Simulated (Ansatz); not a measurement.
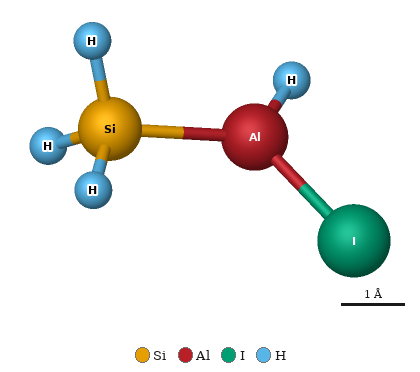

Fig. 1: The structure as given in the input (ball-and-stick view, seen at a tilt). Sticks mark near contacts.

## Nudged elastic band, with input and output: AlSiH4I

The run: nudged elastic band of AlSiH4I, SMILES [SiH3][AlH][I]. Method and program: RKS PBE-D4/def2-SVP (Ansatz 0.2.0).

It belongs to a series of runs on one base structure; here: band between the two ends.

### What the program printed
```
Engine: ansatz 0.2.0, x86_64-unknown-linux-gnu
Functional definition: PBE
  parameter kappa = 0.804
  parameter beta = 0.06672455060314922
  exchange = pbe_x(kappa = kappa, mu = beta*pi^2/3)
  correlation = pbe_c(beta = beta)
937 factors; their error is unknown
mean field evaluation 1: about -22627.4219 eV, gradient 1.6e1 eV
mean field evaluation 2: about -22627.8912 eV, gradient 1.3e1 eV
mean field evaluation 4: about -22628.6263 eV, gradient 1.3e0 eV
mean field evaluation 8: about -22628.5840 eV, gradient 1.9e-2 eV
mean field -22628.58403726 eV, -831.5851251641 hartree, gradient 9.9e-6 eV, S^2 0.000000; 0 other end points of the search recorded, 0 dependent functions left out
the calculation of the forces begins
reference -22628.58407455 eV, -831.5851265346 hartree; 28, 28 occupied and 54, 54 virtual orbitals, 937 factors
937 factors; their error is unknown
mean field evaluation 16: about -22627.4223 eV, gradient 1.6e1 eV
mean field -22628.58389121 eV, -831.5851197971 hartree, gradient 1.0e-5 eV, S^2 0.000000; 0 other end points of the search recorded, 0 dependent functions left out
[... from here on the field's lines of each further geometry are left out, up to the last ...]
NEB iter   1: max|band force component| = 2.991e-1 eV/Å  barrier→ = 0.0256 eV  barrier← = 0.0259 eV  CI = image 4  Δτ_max = 0.1513 Å  (216 SCF iters)
NEB iter   2: max|band force component| = 1.118e-1 eV/Å  barrier→ = 0.0077 eV  barrier← = 0.0080 eV  CI = image 4  Δτ_max = 0.0633 Å  (178 SCF iters)
the calculation of the forces begins
reference -22628.58432404 eV, -831.5851357032 hartree; 28, 28 occupied and 54, 54 virtual orbitals, 937 factors
937 factors; their error is unknown
mean field evaluation 352: about -22628.5841 eV, gradient 1.0e-5 eV
mean field -22628.58414243 eV, -831.5851290292 hartree, gradient 8.0e-6 eV, S^2 0.000000; 1 other end points of the search recorded, 0 dependent functions left out
the calculation of the forces begins
reference -22628.58417961 eV, -831.5851303955 hartree; 28, 28 occupied and 54, 54 virtual orbitals, 937 factors
NEB iter   3: max|band force component| = 3.435e-2 eV/Å  barrier→ = -0.0001 eV  barrier← = 0.0003 eV  CI = image 2  Δτ_max = 0.0000 Å  (356 SCF iters)
```

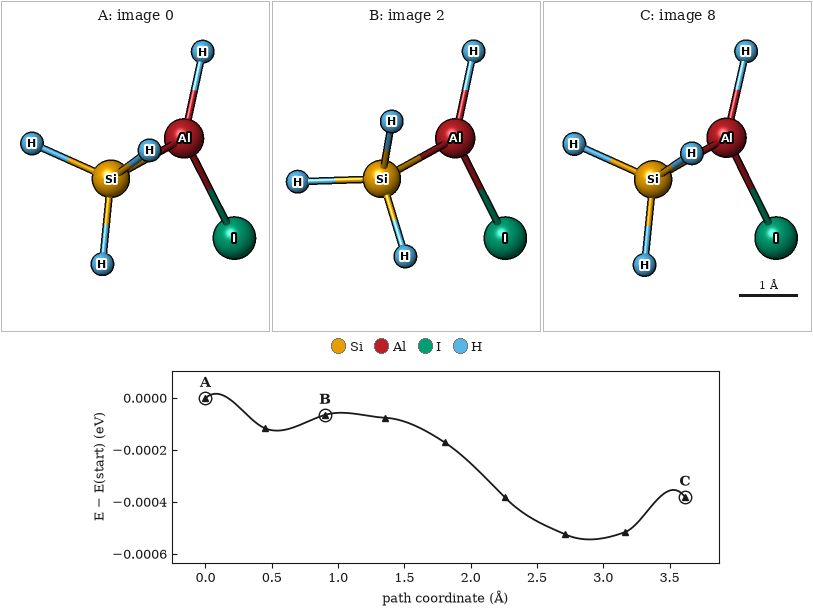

Fig. 2: Images of the last band (counted from 0; ball-and-stick, seen at a tilt) above the energy along the path; the line is a cubic interpolation that uses the forces. No image lies above both ends; the end is 0.000 eV below the start. The path is 3.62 Å long. The band converged in 3 iterations.

```
Total energy: -22628.73461024 eV, -831.5906586191 hartree
Atom 0 at    -1.007027     0.395718    -0.324874 Å, force    -0.011081     0.023646     0.016791 eV/Å
Atom 1 at     1.221363    -0.236695     0.486595 Å, force    -0.004427     0.015607     0.017151 eV/Å
Atom 2 at     2.010447    -2.579840     0.130561 Å, force    -0.007354     0.002698    -0.007651 eV/Å
Atom 3 at    -1.975389    -0.758078    -0.331575 Å, force     0.019152    -0.002830     0.000177 eV/Å
Atom 4 at    -0.907656     0.933424    -1.732422 Å, force     0.004232    -0.009163     0.001514 eV/Å
Atom 5 at    -1.575926     1.496737     0.537818 Å, force    -0.009924    -0.013019    -0.018019 eV/Å
Atom 6 at     2.234189     0.748725     1.233896 Å, force     0.009401    -0.016939    -0.009964 eV/Å
Dipole moment:    -0.079410     0.167171     0.015694 e Å
this run last wrote the band of iteration 3 to [file]
```

### The last band as extended XYZ (Å, eV, eV/Å)
```
7
Properties=species:S:1:pos:R:3:forces:R:3 image=0 energy=-22628.73451
Si   -0.9791    0.4124   -0.3865    0.0057   0.0064   0.0012
Al    1.2280   -0.2519    0.4557    0.0016   0.0149  -0.0011
I     1.6819   -2.6709    0.8778   -0.0052  -0.0075  -0.0009
H    -1.9055   -0.7569   -0.5843    0.0033  -0.0076   0.0020
H    -0.8289    1.1334   -1.7043   -0.0041  -0.0010  -0.0038
H    -1.6256    1.3786    0.5767   -0.0056  -0.0005   0.0007
H     2.4292    0.7552    0.7648    0.0043  -0.0047   0.0021
7
Properties=species:S:1:pos:R:3:forces:R:3 image=1 energy=-22628.73463
Si   -0.9935    0.4050   -0.3537   -0.0076   0.0152   0.0088
Al    1.2259   -0.2403    0.4713   -0.0037   0.0106   0.0092
I     1.8400   -2.6614    0.5012   -0.0040   0.0020  -0.0052
H    -1.9418   -0.7602   -0.4547    0.0139  -0.0003   0.0015
H    -0.8665    1.0333   -1.7212    0.0001  -0.0068   0.0018
H    -1.6014    1.4439    0.5582   -0.0048  -0.0093  -0.0114
H     2.3373    0.7798    0.9988    0.0061  -0.0115  -0.0047
7
Properties=species:S:1:pos:R:3:forces:R:3 image=2 energy=-22628.73457
Si   -1.0070    0.3957   -0.3249   -0.0111   0.0236   0.0168
Al    1.2214   -0.2367    0.4866   -0.0044   0.0156   0.0172
I     2.0104   -2.5798    0.1306   -0.0074   0.0027  -0.0077
H    -1.9754   -0.7581   -0.3316    0.0192  -0.0028   0.0002
H    -0.9077    0.9334   -1.7324    0.0042  -0.0092   0.0015
H    -1.5759    1.4967    0.5378   -0.0099  -0.0130  -0.0180
H     2.2342    0.7487    1.2339    0.0094  -0.0169  -0.0100
7
Properties=species:S:1:pos:R:3:forces:R:3 image=3 energy=-22628.73458
Si   -1.0171    0.3868   -0.3026   -0.0133   0.0307   0.0188
Al    1.2160   -0.2384    0.5025   -0.0047   0.0236   0.0196
I     2.1758   -2.4310   -0.2111   -0.0100  -0.0006  -0.0085
H    -1.9997   -0.7521   -0.2087    0.0204  -0.0066  -0.0006
H    -0.9534    0.8285   -1.7445    0.0093  -0.0114   0.0028
H    -1.5507    1.5442    0.5070   -0.0137  -0.0150  -0.0210
H     2.1291    0.6619    1.4574    0.0120  -0.0208  -0.0111
7
Properties=species:S:1:pos:R:3:forces:R:3 image=4 energy=-22628.73468
Si   -1.0263    0.3757   -0.2852   -0.0119   0.0342   0.0175
Al    1.2102   -0.2442    0.5152   -0.0028   0.0275   0.0175
I     2.3434   -2.2152   -0.5186   -0.0117  -0.0034  -0.0080
H    -2.0159   -0.7453   -0.0890    0.0183  -0.0082  -0.0012
H    -1.0046    0.7230   -1.7530    0.0126  -0.0128   0.0054
H    -1.5282    1.5814    0.4722   -0.0159  -0.0153  -0.0218
H     2.0214    0.5246    1.6584    0.0114  -0.0221  -0.0095
7
Properties=species:S:1:pos:R:3:forces:R:3 image=5 energy=-22628.73489
Si   -1.0352    0.3608   -0.2712   -0.0107   0.0344   0.0130
Al    1.2043   -0.2545    0.5239   -0.0007   0.0281   0.0136
I     2.5081   -1.9409   -0.7781   -0.0117  -0.0037  -0.0046
H    -2.0283   -0.7352    0.0282    0.0139  -0.0080  -0.0019
H    -1.0562    0.6130   -1.7572    0.0132  -0.0124   0.0081
H    -1.5074    1.6120    0.4296   -0.0133  -0.0157  -0.0197
H     1.9146    0.3447    1.8248    0.0092  -0.0226  -0.0085
7
Properties=species:S:1:pos:R:3:forces:R:3 image=6 energy=-22628.73503
Si   -1.0451    0.3408   -0.2590   -0.0077   0.0285   0.0086
Al    1.1983   -0.2685    0.5289    0.0025   0.0227   0.0065
I     2.6614   -1.6203   -0.9787   -0.0103  -0.0035  -0.0003
H    -2.0426   -0.7194    0.1418    0.0093  -0.0049  -0.0028
H    -1.1044    0.4966   -1.7564    0.0106  -0.0096   0.0102
H    -1.4852    1.6378    0.3767   -0.0094  -0.0147  -0.0153
H     1.8176    0.1329    1.9467    0.0051  -0.0184  -0.0070
7
Properties=species:S:1:pos:R:3:forces:R:3 image=7 energy=-22628.73502
Si   -1.0568    0.3137   -0.2452   -0.0067   0.0165   0.0037
Al    1.1946   -0.2830    0.5290    0.0009   0.0128   0.0015
I     2.7958   -1.2544   -1.1245   -0.0050  -0.0031   0.0010
H    -2.0583   -0.7030    0.2486    0.0061  -0.0009  -0.0030
H    -1.1487    0.3764   -1.7471    0.0064  -0.0048   0.0095
H    -1.4658    1.6535    0.3187   -0.0038  -0.0107  -0.0085
H     1.7392   -0.1032    2.0205    0.0022  -0.0097  -0.0041
7
Properties=species:S:1:pos:R:3:forces:R:3 image=8 energy=-22628.73489
Si   -1.0689    0.2825   -0.2296   -0.0035   0.0005   0.0017
Al    1.1929   -0.2966    0.5251   -0.0063   0.0015  -0.0057
I     2.8929   -0.8796   -1.2086    0.0089  -0.0032  -0.0098
H    -2.0770   -0.6738    0.3604   -0.0013  -0.0010   0.0001
H    -1.1912    0.2388   -1.7291    0.0001   0.0000  -0.0019
H    -1.4401    1.6679    0.2408   -0.0005   0.0018   0.0002
H     1.6915   -0.3393    2.0410    0.0025   0.0004   0.0155
```

The run was set up as follows.

### The input
```yaml
crystal:
  periodic: [false, false, false]
  atoms:
    - { symbol: Si, position_ang: [-0.97912, 0.412449, -0.38647] }
    - { symbol: Al, position_ang: [1.227951, -0.251909, 0.45573] }
    - { symbol: I, position_ang: [1.681861, -2.670875, 0.877799] }
    - { symbol: H, position_ang: [-1.905451, -0.756882, -0.584293] }
    - { symbol: H, position_ang: [-0.828905, 1.133427, -1.704278] }
    - { symbol: H, position_ang: [-1.625561, 1.37861, 0.576669] }
    - { symbol: H, position_ang: [2.429225, 0.75517, 0.764842] }
basis:
  gaussian: { orbitals: def2-SVP }
hamiltonian:
  xc: pbe
  dispersion: d4
neb:
  order_check: false
  images: 7
  f_tol: 0.05
  max_iterations: 60
  initial_path: idpp
  final_atoms:
    - { symbol: Si, position_ang: [-0.96537768, 0.42393762, -0.40415072] }
    - { symbol: Al, position_ang: [1.09604878, -0.34074518, 0.68504086] }
    - { symbol: I, position_ang: [2.48891639, -2.03816977, -0.50416884] }
    - { symbol: H, position_ang: [-2.16021701, 0.11763624, 0.46613026] }
    - { symbol: H, position_ang: [-1.1712072, -0.23041477, -1.74388948] }
    - { symbol: H, position_ang: [-0.93003885, 1.91995625, -0.6023548] }
    - { symbol: H, position_ang: [1.64187557, 0.14778962, 2.10339172] }
```

Launch command:
```bash
ansatz run input.yaml --threads 1 --pin off --max-ram 2048MiB --backend cpu --events-out ev --progress --plain --runs-dir out
```

### Summary

| quantity | value |
| --- | --- |
| outcome | converged |
| barrier, forward | 0.000 eV |
| barrier, backward | 0.000 eV |
| hardware | 1 thread of Intel Xeon (Sapphire Rapids), 64 GiB of memory available, shared host |
| wall time | 47 s |
| peak memory | 0.27 GiB |

The order of the saddle point was not checked.
